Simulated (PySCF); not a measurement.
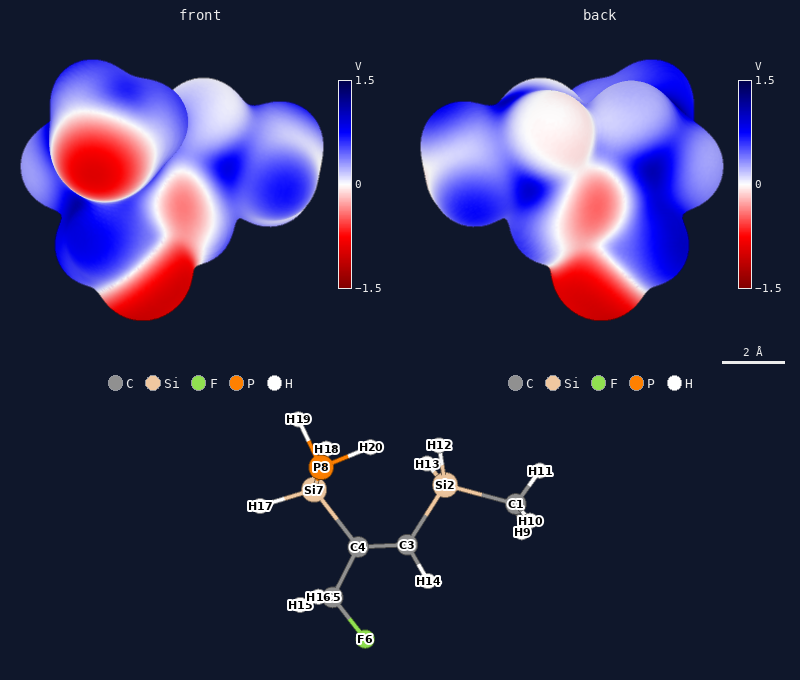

Figure 1: C$_{4}$H$_{12}$FPSi$_{2}$ (SMILES C[SiH2]/C=C(/CF)[SiH2]P). The molecular electrostatic potential painted on the density surface at 0.002 e/bohr³, seen from the front and from behind; the colour scale runs from red (negative) to blue (positive). The bare structure is drawn below in the same view.

Geometry: GFN2-xTB.

Level of theory: PBE0/pcSseg-1, SCF density, gas phase, non-relativistic (PySCF 2.14.0).

```xyz
20

C    -3.2383    0.7234   -0.7144
Si   -1.6263    0.7857    0.2819
C    -0.6101   -0.7310   -0.1729
C     0.6683   -0.9572    0.1252
C     1.3740   -2.2035   -0.3245
F     0.5872   -3.0270   -1.0915
Si    1.8010    0.2167    1.0783
P     2.8506    1.4746   -0.4521
H    -3.8197   -0.1610   -0.4696
H    -3.0467    0.7046   -1.7837
H    -3.8592    1.5896   -0.5080
H    -0.8911    2.0198   -0.0440
H    -1.9240    0.7762    1.7219
H    -1.1273   -1.4936   -0.7486
H     1.6980   -2.7958    0.5398
H     2.2509   -1.9497   -0.9335
H     2.8470   -0.5652    1.7541
H     1.0346    0.9583    2.0825
H     3.2914    2.4274    0.4498
H     1.7346    2.2185   -0.7934
```

### Which sites attract a positive test charge, and which a negative one?

A positive charge is drawn to the negative regions and a negative charge to the positive ones. The most negative region (about −1.0 V) lies over F6, the most positive (about +1.2 V) over Si7.

### What dipole moment does the calculation give?

Its dipole moment is 1.44 D.
